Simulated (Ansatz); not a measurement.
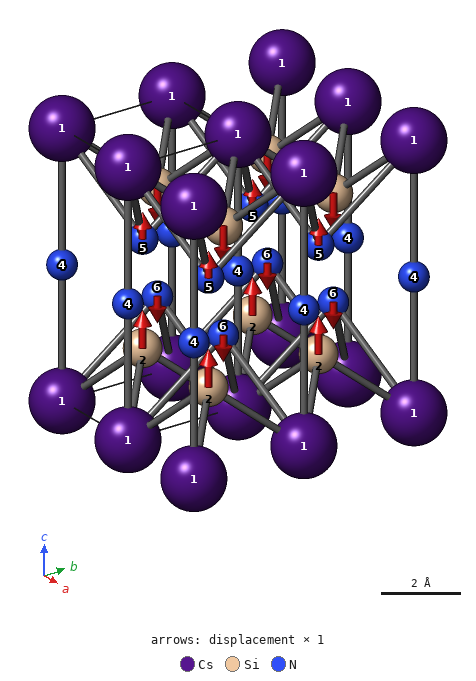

A relaxation of solid CsSi$_{2}$N$_{3}$ (a generated structure, set up in P-3m1) (coarse preliminary run). The starting structure is drawn; red arrows show the displacements (the part carried along by the change of the cell is left out), at their true length.

A ball-and-stick model of the cell of the calculation, repeated 2 × 2 × 1 with one cell outlined, seen slightly off an axis.

Computed with Ansatz 0.2.0, DFT PBE, scalar-relativistic, plane waves, PAW.

Input file:
```yaml
crystal:
  lattice:
    - [4.53243739, 0.0, 0.0]
    - [-2.26621869, 3.92520592, 0.0]
    - [0.0, 0.0, 7.1446089]
  atoms:
    - { symbol: Cs, position: [0.0, 0.0, 0.0] }
    - { symbol: Si, position: [0.66666667, 0.33333333, 0.24834116] }
    - { symbol: Si, position: [0.33333333, 0.66666667, 0.75165884] }
    - { symbol: "N", position: [0.0, 0.0, 0.5], spin: 1.0 }
    - { symbol: "N", position: [0.66666667, 0.33333333, 0.64931577], spin: 1.0 }
    - { symbol: "N", position: [0.33333333, 0.66666667, 0.35068423], spin: 1.0 }
basis:
  ecutwfc: 420
kpoints:
  mp_grid: { grid: [6, 6, 4] }
hamiltonian:
  xc: pbe
scf:
  occupations: { method: gaussian, width: 0.1 }
  lower_state_search: "off"
output:
  forces: true
  stress: true
  eigenvalues: true
  populations: true
magnetization:
  spin_polarized: true
relax:
  adjacent_minimum: "off"
  f_tol: 0.04
  max_steps: 70
  cell: { stress_tol: 0.4 }
```

Command:
```bash
ansatz run input.yaml --threads 1 --pin off --max-ram 2560MiB --backend cpu --events-out ev --progress --plain --runs-dir out
```

### Which element moves most?

Silicon: up to 1.01 Å, against 0.71 Å for nitrogen.

### Describe the change and its energy.

The largest moves relative to the cell, 1.01 Å, are those of Si2 and Si3. Si2 goes along +c. By element the largest moves are Si 1.01 Å, N 0.71 Å. Cs stays in place. The volume changes by −45.1 %, with a = b 4.532 → 2.965 Å (−34.6 %), c 7.145 → 9.174 Å (+28.4 %). Among the contacts that change: Cs1–Cs1 4.532 → 2.965 Å, Si2–Si2 4.532 → 2.965 Å, Si2–N4 3.175 → 2.151 Å, Cs1–N4 3.572 → 4.587 Å. New bonds form: Si2–N4 (3.17 → 2.15 Å), Si3–N4 (3.17 → 2.15 Å). Bond angles that change, for instance: Cs1–N5–Cs1 77.4° → 58.5°. The space group stays P-3m1 (No. 164). After 22 accepted moves (25 points after the start) the energy has fallen by 16.146 eV per cell of the calculation. The largest force component goes from 4.1 to 0.0065 eV/Å. The pressure goes from −10.18 to −0.08 GPa. The line search rejected the trial step at point 17 of the run. The SCF was repeated twice at an unchanged geometry on a basis and grid sized afresh for the cell, which shifted the energy by 0.163 eV per cell of the calculation at most. The program noted that the starting moments weren't kept. The run took 6.1 min on 1 thread of Arm Neoverse V1 (shared host), peak memory 0.47 GiB.
